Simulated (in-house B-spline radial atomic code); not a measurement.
Nb⁺, Mo⁺, Tc⁺, Ru⁺, Rh⁺, Pd⁺, Ag⁺, Cd⁺, In⁺, Sn⁺, Sb⁺, Te⁺, I⁺ and Xe⁺. Method: Hartree–Fock, non-relativistic against Dirac–Coulomb (computed with a B-spline radial code).

A figure with this caption is to be made: «The effect of relativity on the mean radius of the outermost shell, taken as the one with the largest non-relativistic radius (j-weighted means).» What will it show?

The strongest contraction is in Cd⁺ (5s, 2.90 to 2.78 bohr, −4.2 %). The largest expansion is in Nb⁺ (4d, 2.01 to 2.04 bohr, 1.4 %).

The result:

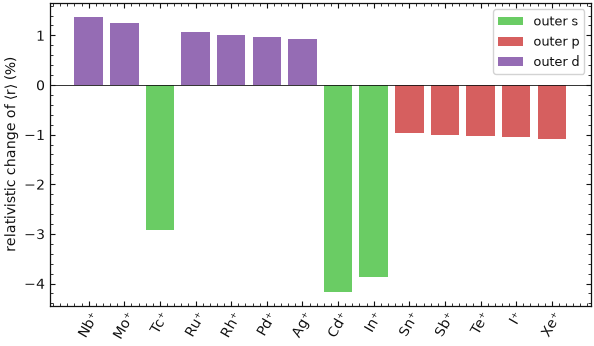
